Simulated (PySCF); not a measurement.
KF

```xyz
2

K     0.0000    0.0000   -0.7152
F     0.0000    0.0000    1.4668
```

The calculation used PySCF, PBE0/aug-pcseg-1, non-relativistic, at a bond length of 2.182 Å.

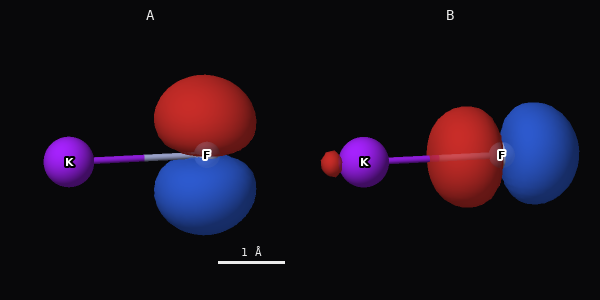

Figure 1. Two frontier orbitals, each drawn at the value that holds 80 % of its norm (blue and red are the two phases), in no order; of a degenerate pair one member is drawn.

Name the orbitals and rank them from lowest to highest energy.

Orbital B: σ, occupied, −6.63 eV; mainly on F (90 %).
Orbital A: π, occupied, −6.58 eV; mainly on F (95 %).

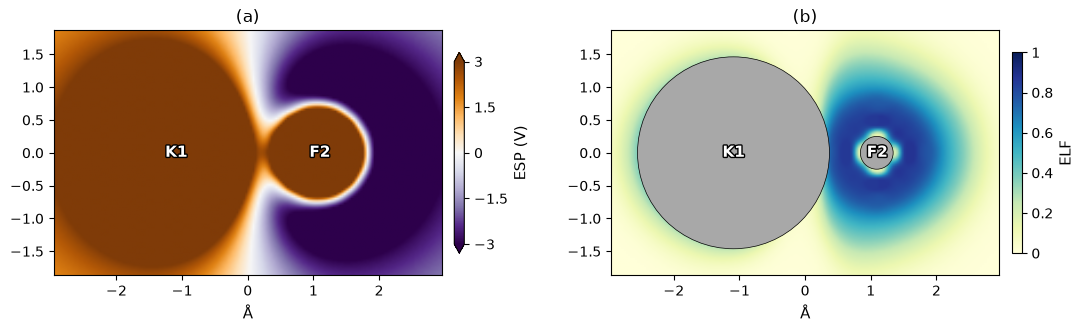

Figure 2. (a) molecular electrostatic potential; (b) electron localisation function on a plane that holds the molecular axis. Grey discs cover the atomic cores in the ELF map.

What does the map show?

- Atoms in the plane: K and F.
- K–F (2.18 Å): the ELF is about 0.10 at the midpoint: an ionic contact with no shared pair.
- Outside the dense part of the molecule the potential is most negative (−4.7 V) near F2.

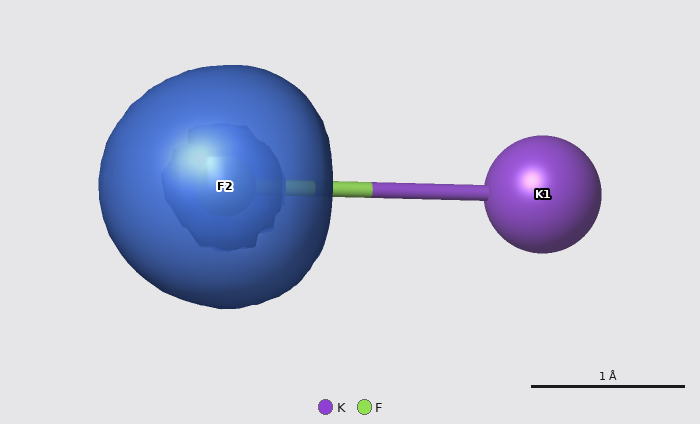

Figure 3. Isosurface of the electron localisation function at 0.75 (blue), seen from one side. Core shells and regions of very low density are left out.

Where are the electrons localised?

At this value the surface marks out one region wrapped around F (its valence shell).

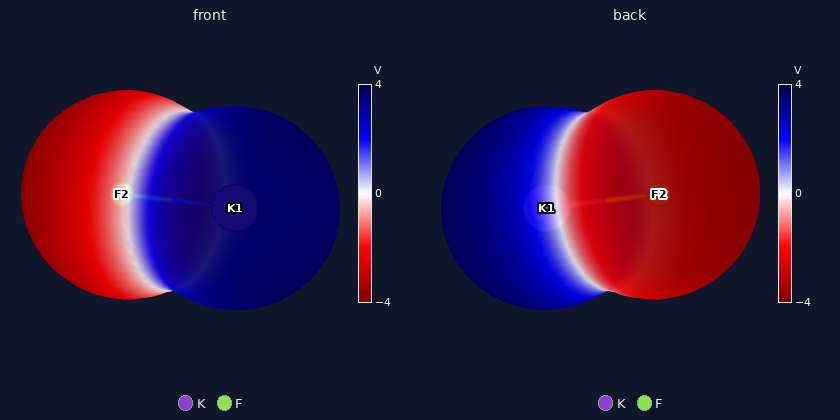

Figure 4. The molecular electrostatic potential painted on the density surface at 0.002 e/bohr³, seen from the front and from behind; red is negative and blue positive.

Where is the surface potential most negative and most positive?

The most negative region (about −3.7 V) lies over F2, the most positive (about +3.7 V) over K1.
